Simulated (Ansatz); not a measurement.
The calculation's input:

```
crystal:
  periodic: [false, false, false]
  atoms:
    - {symbol: Cl, position_ang: [3.572271, 0.789126, 0.049906]}
    - {symbol: Si, position_ang: [-0.179094, 2.993221, 0.934155]}
    - {symbol: Si, position_ang: [0.539467, 2.598385, -1.153736]}
    - {symbol: Si, position_ang: [2.250975, 2.378799, 0.272208]}
    - {symbol: H, position_ang: [-1.574215, 2.595259, 1.306390]}
    - {symbol: H, position_ang: [0.464230, 3.518216, 2.185630]}
    - {symbol: H, position_ang: [2.774634, 3.116859, 1.462014]}
basis:
  gaussian: {orbitals: def2-TZVPD}
hamiltonian: {xc: pbe0}
output: {forces: true, orbitals: {seedname: orbitals}}
```

Launched as:

```sh
ansatz run input.yaml --threads 1 --pin off --max-ram 2610MiB --events-out events.jsonl --progress --plain --runs-dir runs
```

Geometry: r2SCAN-D4/def2-SVP.

Method: Ansatz, isolated molecule in a Gaussian basis; Kohn-Sham density functional theory, functional PBE0.

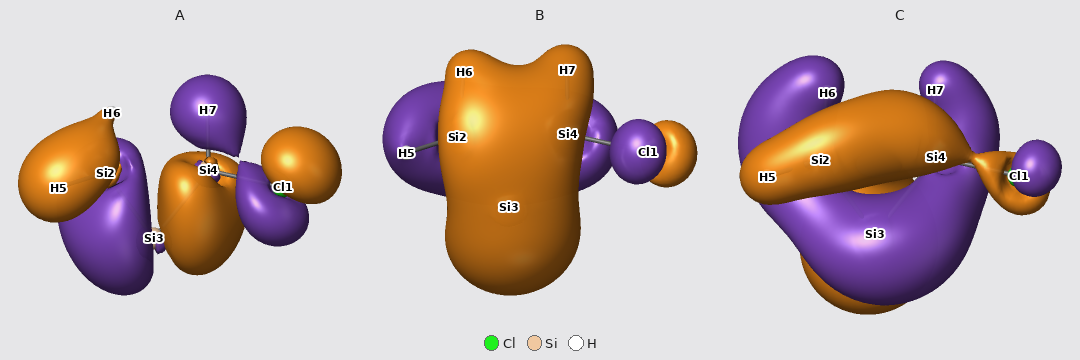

ClH3Si3. Three frontier orbitals at ±0.06 Å⁻³ᐟ² (orange and purple are the two phases), in no order.

Which picture is the HOMO−1, the HOMO and the LUMO?

A is the HOMO−1 (−7.83 eV). By Hirshfeld shares it lies mainly on Si3 (about 35 %), Si2 (about 20 %), Si4 (about 20 %) and Cl1 (about 15 %). B is the HOMO (−6.55 eV). It lies mainly on Si3 (about 40 %), Si2 (about 30 %) and Si4 (about 20 %). C is the LUMO (−2.54 eV). It lies mainly on Si3 (about 45 %), Si2 (about 25 %) and Si4 (about 15 %).

What is the HOMO–LUMO gap?

4.01 eV between the orbital energies.
